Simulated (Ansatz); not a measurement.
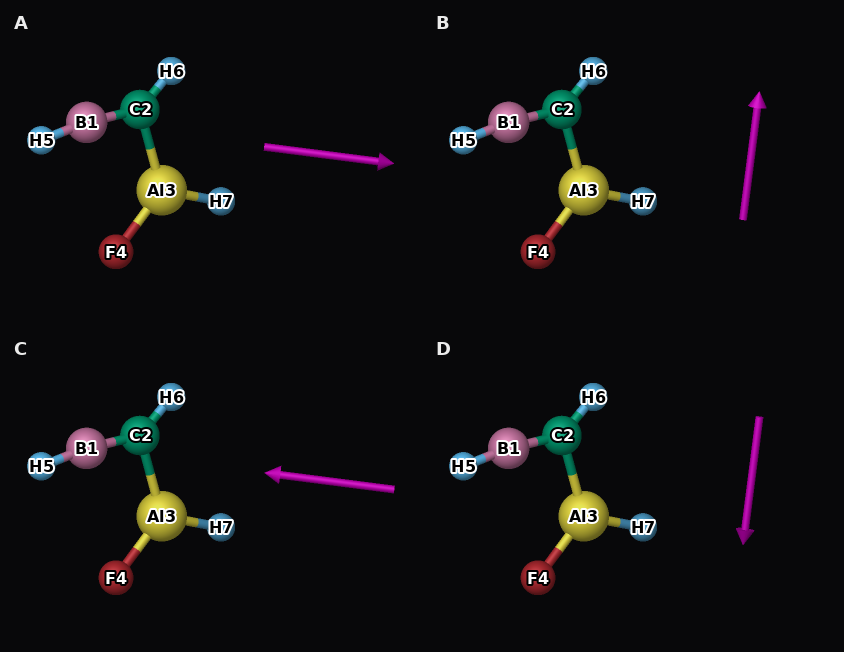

The same molecule four times, each with an arrow. The computed structure is the end point of a PBE0-D4/def2-TZVP optimisation. No frequency run is at hand to confirm it as a minimum. Method: RKS PBE0-D4/def2-TZVP (Ansatz 0.2.0).

> Which arrow points along the dipole moment, from the negative to the positive end?

B. The dipole moment is 1.52 D; it points from the side of F4 to the side of H6 (the outermost atoms at the two ends).
